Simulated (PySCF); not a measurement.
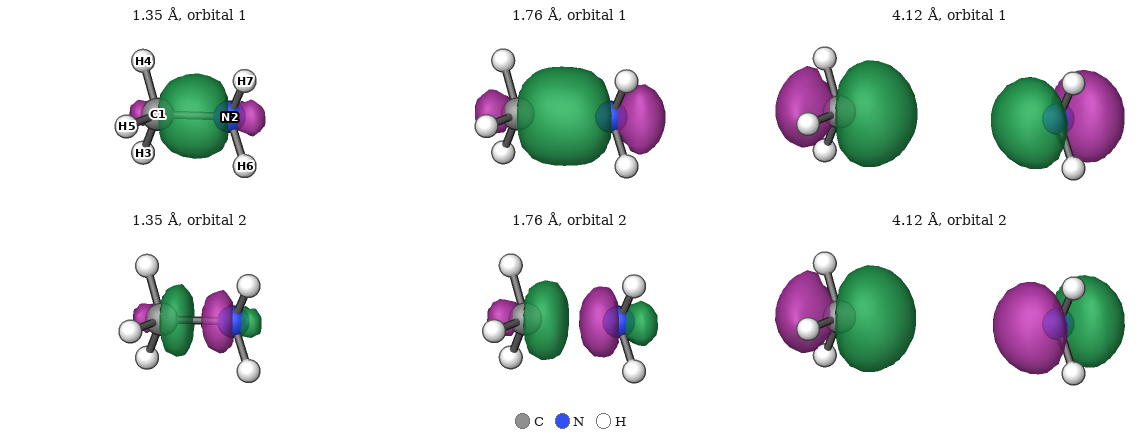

Figure 1: CH5N, SMILES `CN`. Rigid stretch of the C1–N2 bond. The two CASSCF(2,2) natural orbitals nearest half filling (orbital 1 the more occupied).

Computed with PySCF, def2-SVP basis, geometry: GFN2-xTB. No frequency check shows the geometry to be a minimum.

Cartesian coordinates (Å):

```
C1       0.7030    0.0000   -0.0159
N2      -0.7431   -0.0001    0.1206
H3       1.0986   -0.8841    0.4833
H4       1.0989    0.8832    0.4840
H5       1.0620    0.0005   -1.0554
H6      -1.1379   -0.8184   -0.3310
H7      -1.1376    0.8190   -0.3303
```

How do the occupations change along the stretch?

1.35 Å: 1.99 and 0.01; 1.76 Å: 1.95 and 0.05; 4.12 Å: 1.05 and 0.95. At the longest distance computed (4.12 Å) they are 1.05 and 0.95, and the effective number of unpaired electrons is 2.0.

Where does the UHF solution part from RHF?

Between 1.76 Å (⟨S²⟩ = 0, the two coincide) and 1.98 Å (⟨S²⟩ = 0.18); at 4.12 Å ⟨S²⟩ is 1.01 and UHF lies 5.9 eV below RHF.

How much energy does the stretch cost?

By CASSCF, 3.6 eV from the lowest point of the scan (1.47 Å) to 4.12 Å; RHF gives 8.9 eV from its own lowest point. The fragments aren't relaxed and dynamic correlation is missing, so this isn't a bond dissociation energy.
